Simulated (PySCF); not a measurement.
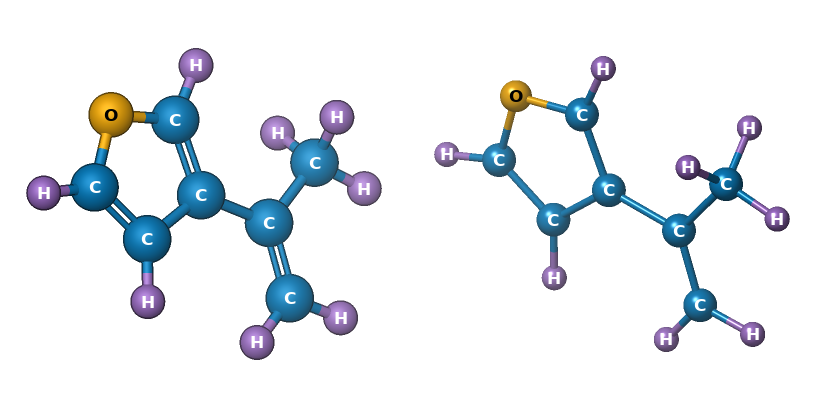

The same structure drawn twice, from different directions.

What does the picture show?

Formula C7H8O. As SMILES it reads `C=C(C)c1ccoc1`. Independent rings (smallest set): 1 of 5 members, 1 of them aromatic. Among its groups: alkene. This geometry has Cs symmetry. Coordination: 6 C trigonal planar; 1 C tetrahedral; 1 O bent.

More results for the same structure follow; atom numbers are the same in all pictures, views and colours differ. The computed structure is the end point of a PBE0-D3(BJ)/def2-SVP optimisation. No frequency run is at hand to confirm it as a minimum.

## Geometry

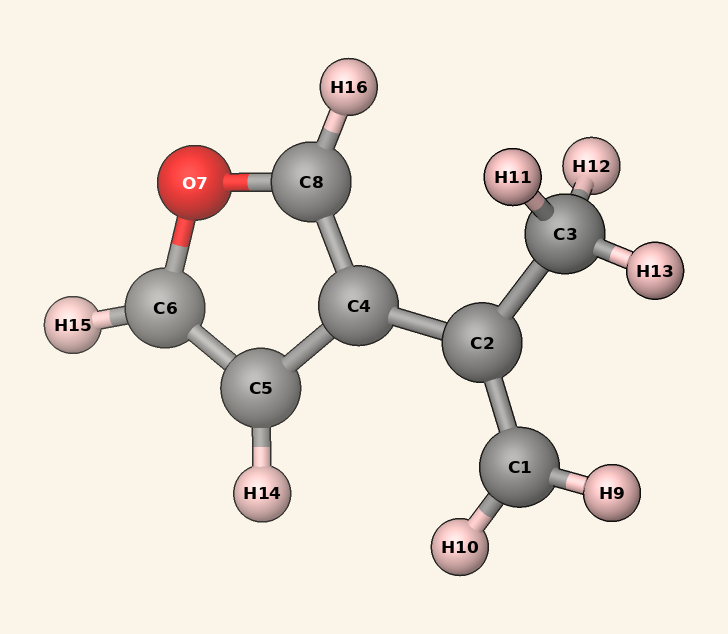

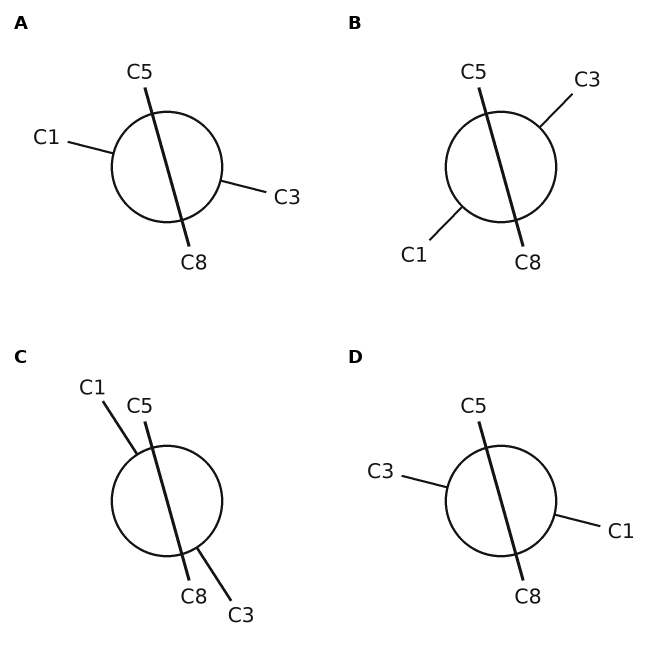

Atoms fade into the background with distance from the viewer. Bonds that would overlap in a projection are set slightly apart. No frequency run is at hand to confirm it as a minimum.

Question: Which Newman projection shows the view along C4–C2, with C4 in front?

Answer: C. The torsion angle C5–C4–C2–C3 is 180°, antiperiplanar (anti).

## Dipole moment

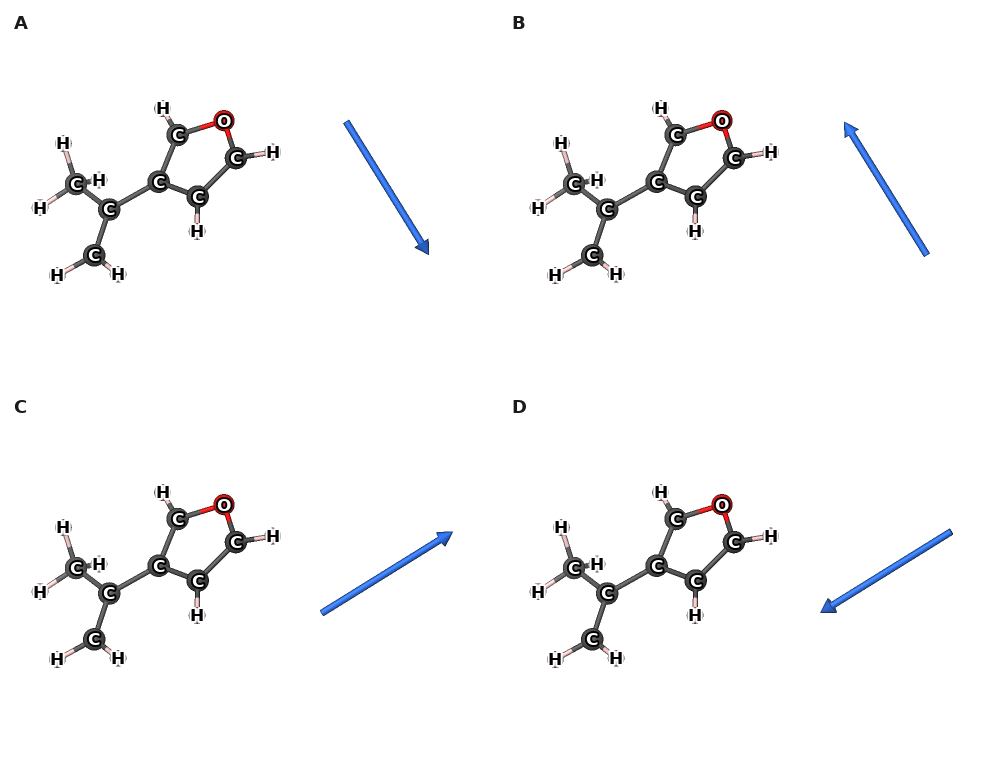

The same molecule four times, each with an arrow. No frequency run is at hand to confirm it as a minimum. Properties computed with PBE0/pcSseg-1, gas phase (PySCF 2.14.0).

Question: Which arrow points along the dipole moment, from the negative to the positive end?

Answer: D. The dipole moment is 0.28 D.

## NMR shielding

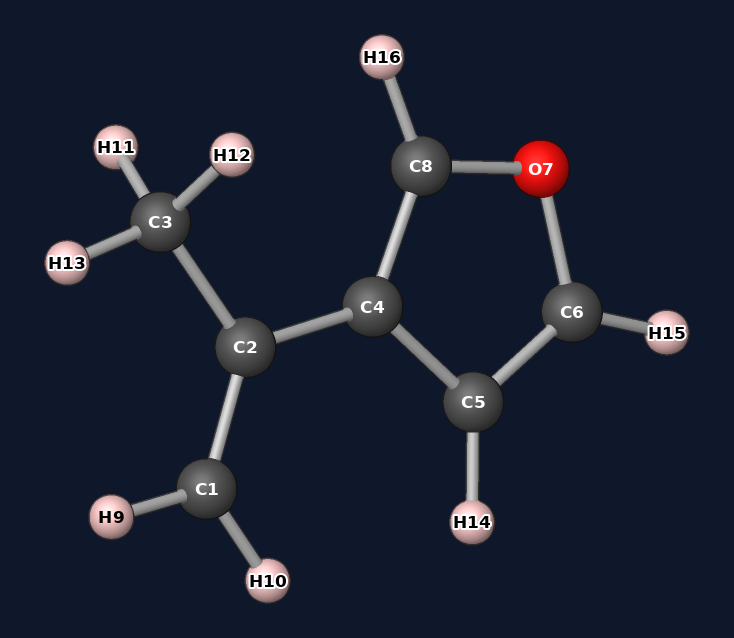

The questions are on isotropic NMR shieldings of the H atoms. No frequency run is at hand to confirm it as a minimum. Method: GIAO KT3/pcSseg-1 NMR shielding, non-relativistic, gas phase (PySCF 2.14.0).

Question: Which H atom is the most shielded (lowest chemical shift)?

Answer: H13 (29.51 ppm).

Question: Which H atom is the least shielded (highest chemical shift)?

Answer: H16 (24.13 ppm).

Question: How wide is the range of H shifts?

Answer: 5.38 ppm.

List the isotropic NMR shieldings of the H atoms.

| atom | σ (ppm) |
| --- | --- |
| H9 | 26.35 |
| H10 | 25.94 |
| H11 | 29.24 |
| H12 | 29.24 |
| H13 | 29.51 |
| H14 | 24.74 |
| H15 | 24.14 |
| H16 | 24.13 |

## Polarisability

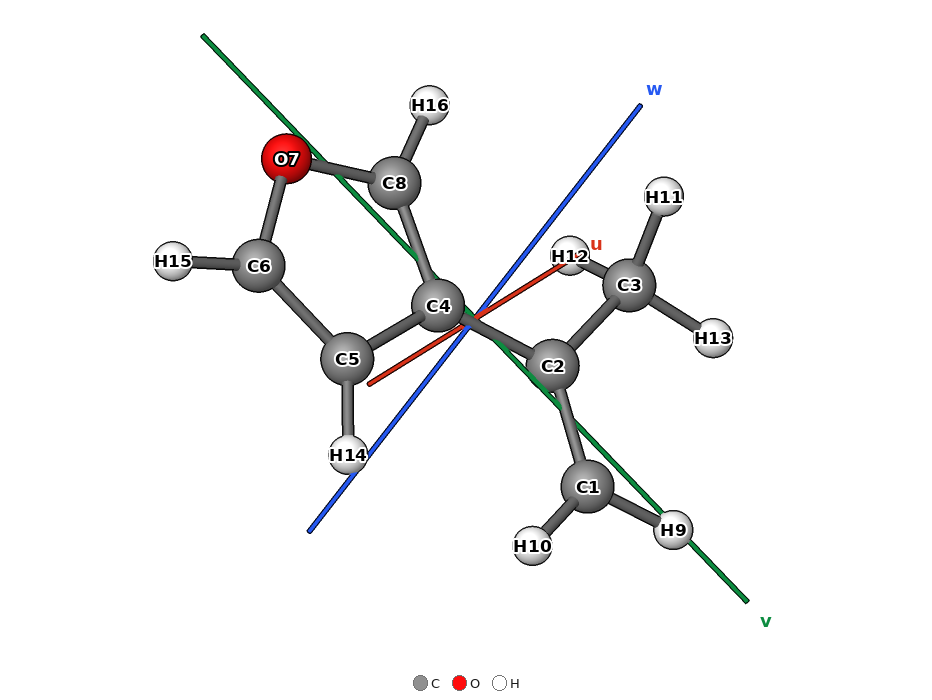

The lines u, v and w are the principal axes of the static dipole polarisability. No frequency run is at hand to confirm it as a minimum. Level of theory: CAM-B3LYP/def2-SVPD (PySCF 2.14.0).

Question: Along which axis is the molecule most polarisable, and along which least?

Answer: Most along v (nearly parallel to the C5–C6 bond), least along u.

Question: Give the three principal values.

Answer: u 54.7, v 111.1, w 91.0 bohr³; mean 85.6, anisotropy 49.5 bohr³.
